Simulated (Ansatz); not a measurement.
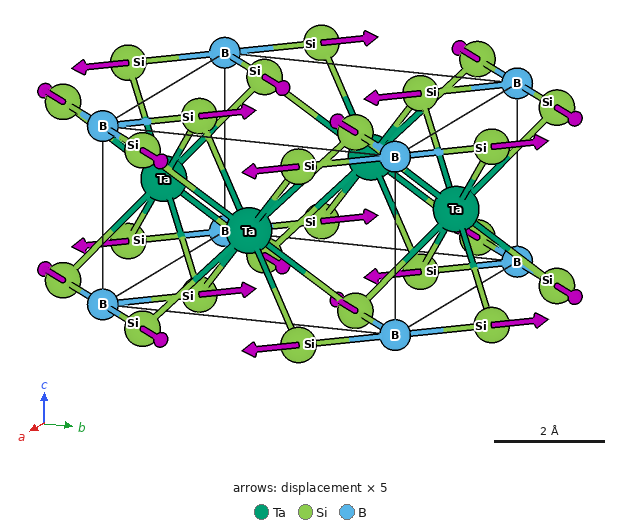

A relaxation of crystalline Ta₂Si₄B (built on the K2PdBr4 type) (coarse preliminary run). The starting structure is drawn; purple arrows show the displacements (the part carried along by the change of the cell is left out), 5 times their true length.

Style: ball-and-stick. Shown: the cell of the calculation, slightly off an axis.

Case: K2PdBr4 type (P4/mmm, No. 123).

Level of theory: DFT PBE, scalar-relativistic, plane waves, PAW in Ansatz.

Input
```yaml
crystal:
  lattice:
    - [5.8096876407, 0.0, 0.0]
    - [0.0, 5.8096876407, 0.0]
    - [0.0, 0.0, 3.3788559919]
  atoms:
    - { symbol: Ta, position: [0.5, 0.0, 0.5] }
    - { symbol: Ta, position: [0.0, 0.5, 0.5] }
    - { symbol: Si, position: [0.23323, 0.23323, 0.0] }
    - { symbol: Si, position: [0.76677, 0.23323, 0.0] }
    - { symbol: Si, position: [0.76677, 0.76677, 0.0] }
    - { symbol: Si, position: [0.23323, 0.76677, 0.0] }
    - { symbol: B, position: [0.0, 0.0, 0.0] }
basis:
  ecutwfc: 420
kpoints:
  mp_grid: { grid: [4, 4, 6] }
hamiltonian:
  xc: pbe
scf:
  occupations: { method: gaussian, width: 0.1 }
  lower_state_search: "off"
output:
  forces: true
  stress: true
  eigenvalues: true
relax:
  adjacent_minimum: "off"
  f_tol: 0.04
  max_steps: 70
  cell: { stress_tol: 0.4 }
```

Launched with:
```bash
ansatz run input.yaml --threads 1 --pin off --max-ram 2560MiB --backend cpu --events-out ev --progress --plain --runs-dir out
```

Q: Atoms of which element are displaced furthest, and by how much?

A: Silicon: up to 0.23 Å, against 0.00 Å for tantalum.

Q: What did the optimiser do to the structure, and how much energy did it gain?

A: The largest moves relative to the cell, 0.23 Å, are those of Si3, Si4, Si5 and Si6. Si3 goes along [1 1 0]. Ta and B stay in place. Cell: a = b 5.810 → 5.499 Å (−5.4 %), c 3.379 → 3.663 Å (+8.4 %). Volume −2.9 %. Some distances before and after: Si3–Si4 3.100 → 2.611 Å, Ta1–Ta1 3.379 → 3.663 Å, Si3–B7 1.916 → 2.042 Å, Ta1–Si3 2.663 → 2.673 Å. Bond angles that change, for instance: Ta1–Si4–Ta1 78.7° → 86.5°, Ta1–Si4–Ta2 100.9° → 93.3°, Ta1–Si4–B7 93.0° → 87.9°. The space group stays P4/mmm (No. 123). Over 4 accepted moves (6 points after the start) the energy falls by 0.430 eV per cell of the calculation. The largest force component goes from 0.75 to 0.039 eV/Å. Pressure: 5.52 GPa at the start and −0.15 GPa at the end. The line search rejected the trial step at point 4 of the run. The SCF was repeated once at an unchanged geometry on a basis and grid sized afresh for the cell, which shifted the energy by 2.1 meV per cell of the calculation at most. Cost: 32 s on 1 thread of Arm Neoverse V2, with other jobs on the host, peak memory 0.4 GiB.
